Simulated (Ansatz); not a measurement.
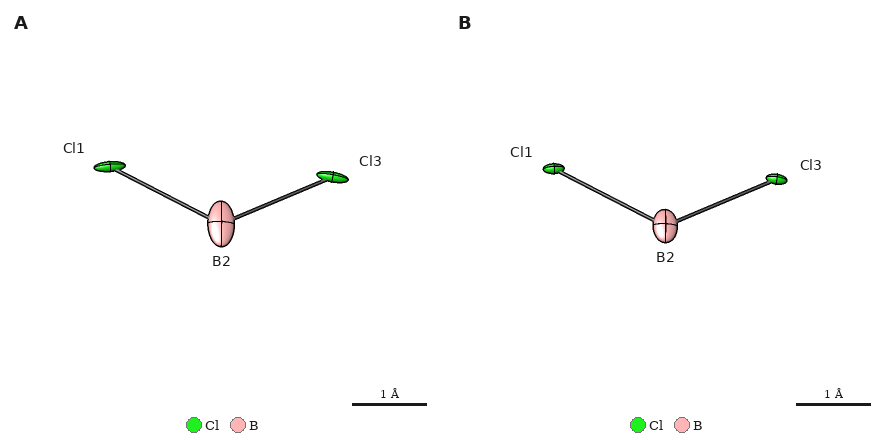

Displacement ellipsoids at the 50 % level, scaled by 3, from the internal vibrations of the free molecule (harmonic, no overall translation or rotation; no half-axis is drawn under 0.075 Å). State: neutral, doublet. Vibrations computed with UKS PBE0-D4/def2-TZVP (Ansatz 0.2.0). One panel is for 200 K, the other for 600 K.

Which panel is for 600 K?

A.

How much does the mean-square displacement of Cl3 grow, and why?

U_eq goes from 0.00034 to 0.00076 Å², a factor of 2.2. Modes below kT (417 cm⁻¹ at 600 K) grow about in proportion to T, and the lowest lies at 283 cm⁻¹; the mean-square amplitude of a mode is its zero-point value times coth(ħω/2kT), which comes close to 1 only above about 3kT.
